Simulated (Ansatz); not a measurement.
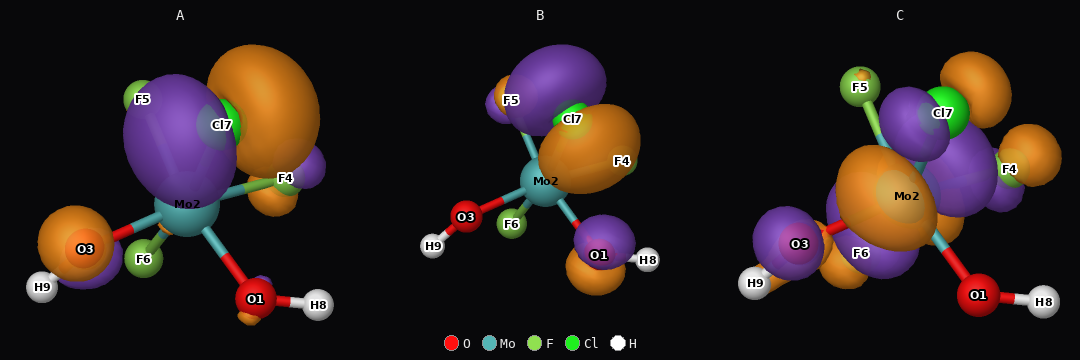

Figure 1: ClF₃H₂MoO₂. Three frontier orbitals at ±0.15 Å⁻³ᐟ² (orange and purple are the two phases), in no order.

Geometry: PBE0-D4/def2-TZVP; core potentials replace the inner electrons of Mo.

These are results of Ansatz 0.2.0, RKS PBE0-D4/def2-TZVPP, not measurements.

```xyz
9

O    -0.3503   -1.5340    0.3968
Mo    0.0488    0.1523   -0.2395
O     1.0582    0.5921    1.2247
F    -1.2926   -0.2362   -1.4628
F     0.2433    1.7000   -1.2178
F    -1.2961    1.0350    0.7063
Cl    1.8362   -0.6222   -1.4050
H    -0.9303   -2.1549   -0.0578
H     0.7715    1.0214    2.0380
```

Q: Order the three orbitals by energy and name them.

A: A is the HOMO−1 (−9.85 eV). Its weight (Hirshfeld) is mainly on Cl7 (about 75 %) and O3 (about 10 %); largely a lone pair of Cl7. B is the HOMO (−9.53 eV). By Hirshfeld shares it lies mainly on Cl7 (about 75 %) and O1 (about 10 %); largely a lone pair of Cl7. C is the LUMO (−4.74 eV). By Hirshfeld shares it lies mainly on Mo2 (about 60 %), Cl7 (about 10 %), O3 (about 10 %) and F4 (about 10 %).

Q: What is the HOMO–LUMO gap?

A: 4.79 eV between the orbital energies.
